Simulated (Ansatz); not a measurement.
**H4O3Sn···HCl: density, localisation and related maps**

Input

```
crystal:
  periodic: [false, false, false]
  atoms:
    - { symbol: Sn, position_ang: [0.0, 0.0, 0.0] }
    - { symbol: O, position_ang: [0.0, 0.0, 2.31] }
    - { symbol: H, position_ang: [-0.9095, -0.2814, 2.6471] }
    - { symbol: O, position_ang: [1.8483, 0.0, -0.6527] }
    - { symbol: H, position_ang: [2.1646, -0.9521, -0.7693] }
    - { symbol: H, position_ang: [-0.8195, 1.4198, -0.5794] }
    - { symbol: O, position_ang: [-0.9232, -1.5994, -0.6527] }
    - { symbol: H, position_ang: [-1.3778, -2.065, 0.1197] }
    - { symbol: Cl, position_ang: [1.4213, 2.1433, 0.8545] }
    - { symbol: H, position_ang: [0.7379, 1.1128, 2.0705] }
basis:
  gaussian: { orbitals: def2-SVP }
hamiltonian:
  xc: pbe
relax:
  f_tol: 0.15
  max_steps: 25
  restrain:
    - { distance: [0, 8], at: 3.61, k: 30.0 }
    - { distance: [9, 1], at: 2.21, k: 30.0 }
    - { distance: [0, 1], at: 1.96, k: 30.0 }
    - { distance: [9, 8], at: 1.37, k: 30.0 }
output:
  orbitals: {}
```

Launched as:

```sh
ansatz run input.yaml --threads 4 --pin off --max-ram 5120MiB --backend cpu --events-out ev --progress --plain --runs-dir out
```

The fields are those of the run's last geometry, not of the input's.

Core potentials replace the inner electrons of Sn; not at a stationary point (largest force 0.9 eV/Å).

All numbers below come from RKS PBE/def2-SVP (Ansatz).

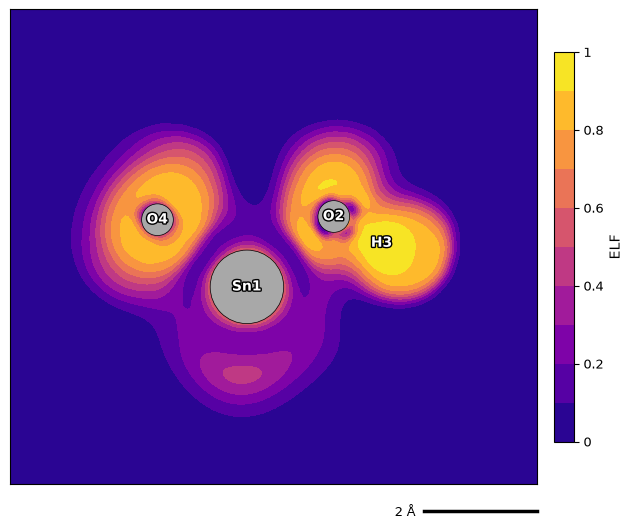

Figure 1. Electron localisation function on the plane of atoms Sn1, O2 and H3. Grey discs cover the atomic cores.

Describe what can be read from this map.

- The section cuts through Sn, O and H sites.
- Sn–O (1.99 Å): the ELF peaks at about 0.85 in the valence shell of O, 0.6 Å from its nucleus, and drops to about 0.15 between the two atoms.
- O–H (0.98 Å): the ELF climbs to about 1 towards the hydrogen, as it does in any bond to H (an ordinary covalent bond to hydrogen).
- The ELF also peaks beside O4 and O2, away from the bonds: lone-pair regions.

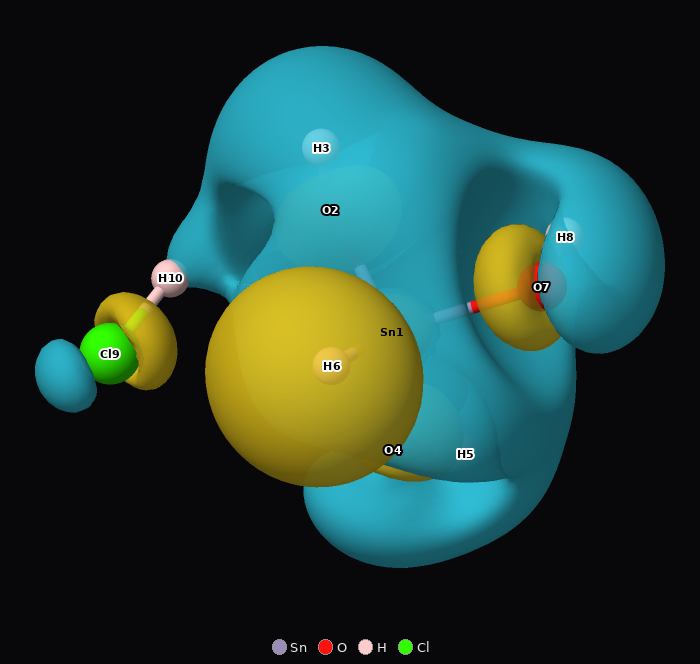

Figure 2. The LUMO at ±0.05 Å⁻³ᐟ² (yellow and cyan are the two phases), seen at a tilt.

What is the character of this orbital?

It lies mainly on Sn1 (about 35 %), H6 (about 15 %), O4 (about 10 %), O7 (about 10 %) and O2 (about 10 %). Its energy is −2.04 eV.

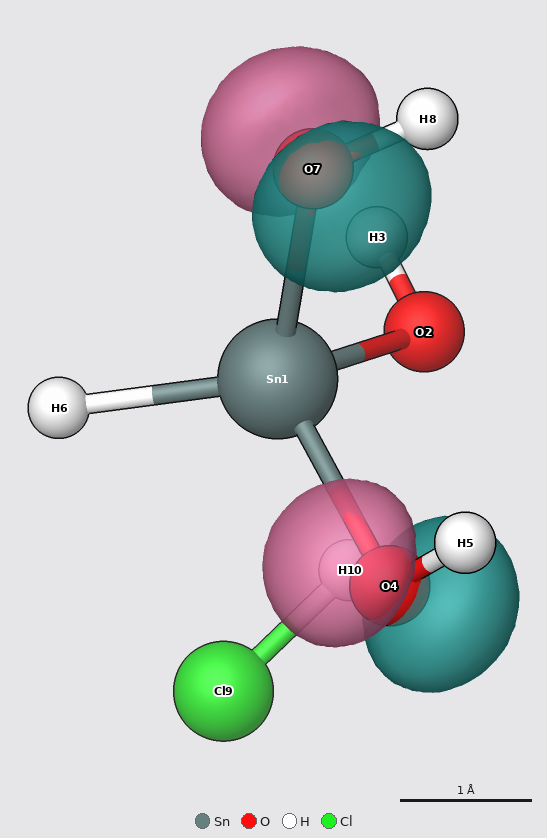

Figure 3. The HOMO at ±0.2 Å⁻³ᐟ² (teal and pink are the two phases), seen at an oblique angle.

What is the character of this orbital?

Its weight (Hirshfeld) is mainly on O7 (about 45 %) and O4 (about 40 %); largely a combination of lone pairs on O7 and O4. Its energy is −6.74 eV.
